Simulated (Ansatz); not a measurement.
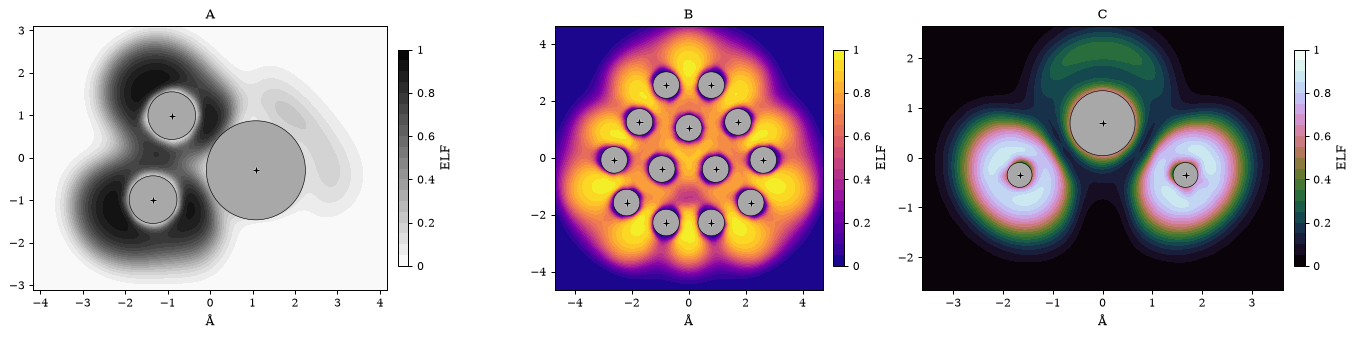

The ELF of 3 systems, each on a plane through atoms (crosses mark nuclei in the plane; grey discs cover the cores).

The calculation used UKS PBE0-D4/def2-TZVP (Ansatz).

System 1: F₂Sn (triplet), the molecular plane. Geometry: PBE-D4/def2-TZVP; core potentials replace the inner electrons of Sn.

```xyz
3

Sn    0.1815    0.6643   -0.0747
F     1.4830   -0.7951   -0.2559
F    -1.6645    0.1308    0.3306
```

System 2: B₁₃ (quartet), the molecular plane. Geometry: PBE-D4/def2-SVP; ⟨S²⟩ = 3.81, above the pure value of 3.75.

```
atom    x (Å)    y (Å)    z (Å)
   B  -1.9382   1.7666   0.0327
   B   2.3424   1.2804   0.1237
   B   1.2057   2.3804   0.1460
   B   0.7285   0.7517   0.0544
   B  -2.6643   0.3867  -0.0523
   B   1.8290  -1.8790  -0.0406
   B   2.1177  -0.3014   0.0417
   B  -0.3693   2.1051   0.0903
   B   0.4015  -0.9441  -0.0352
   B  -1.0141  -2.1863  -0.1307
   B  -2.1540  -1.0828  -0.1086
   B  -0.9571   0.3713  -0.0082
   B   0.4721  -2.6486  -0.1132
```

System 3: S₄W (charge +1, doublet), the plane of atoms S4, W1 and S5. Geometry: PBE-D4/def2-SVP; core potentials replace the inner electrons of W.

```xyz
5

W     0.1913    0.3991    0.4946
S    -1.7898    0.8550    1.1288
S     0.8248    1.9775   -0.7871
S    -0.2671   -1.2705   -1.1109
S     1.0408   -1.9611    0.2745
```

### Match each panel to its system.

Panel A is system 3, S₄W: the plane holds W and S. S–S (2.03 Å): the ELF peaks at about 0.80 between the atoms, as expected for a covalent bond. Panel B is system 2, B₁₃: the plane holds B. B–B (1.56 Å): the ELF peaks at about 0.90 between the atoms (localised, covalent bonding). Panel C is system 1, F₂Sn: the plane holds Sn and F. Sn–F (1.96 Å): the ELF peaks at about 0.80 in the valence shell of F, 0.5 Å from its nucleus, and drops to about 0.15 between the two atoms.
